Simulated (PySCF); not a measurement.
F6Si (SMILES F[Si-2](F)(F)(F)(F)F) (charge −2)

Input file:

```
{"job": {"kind": "nmr", "xc": "PBE0", "basis": "pcSseg-1"}, "charge": -2, "multiplicity": 1}
Si     0.013328    -0.014461    -0.009880
F      0.012051    -0.016418     1.712241
F      0.013834    -0.013153    -1.731553
F      1.735377    -0.011842    -0.008350
F     -1.708056    -0.016531    -0.010332
F      0.010692     1.707103    -0.010055
F      0.014634    -1.736718    -0.010620
```

Command:

```sh
OMP_NUM_THREADS=1 python probes_run.py task.json out
```

Geometry: PBE0-D3(BJ)/def2-SVP.

Method: PBE0/pcSseg-1, SCF density, gas phase, non-relativistic (PySCF 2.14.0).

Q: Predict the electron density and electron localisation function between the atoms.

A: Si–F (1.72 Å): ρ at the midpoint is about 0.82 e/Å³; the ELF peaks at about 0.85 in the valence shell of F, 0.6 Å from its nucleus, and is about 0.55 at the midpoint.

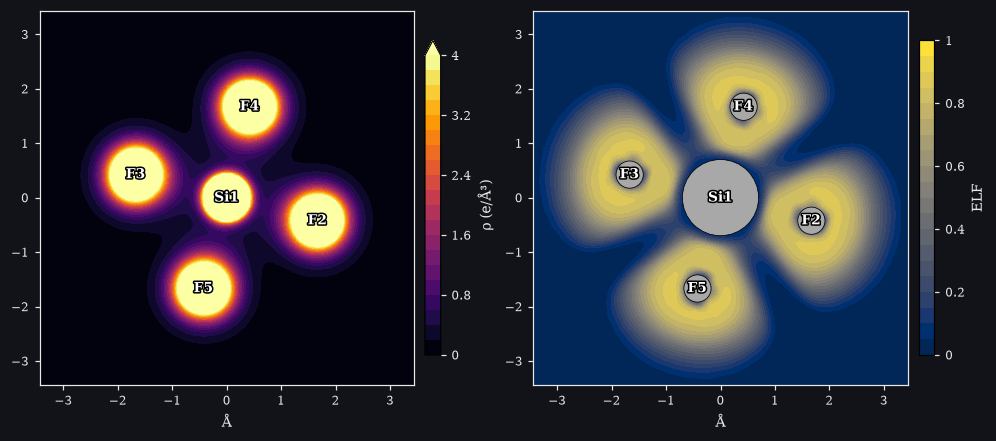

Computed electron density and electron localisation function on the plane of atoms F3, Si1 and F5, in this order. Grey discs cover the atomic cores in the ELF map. 
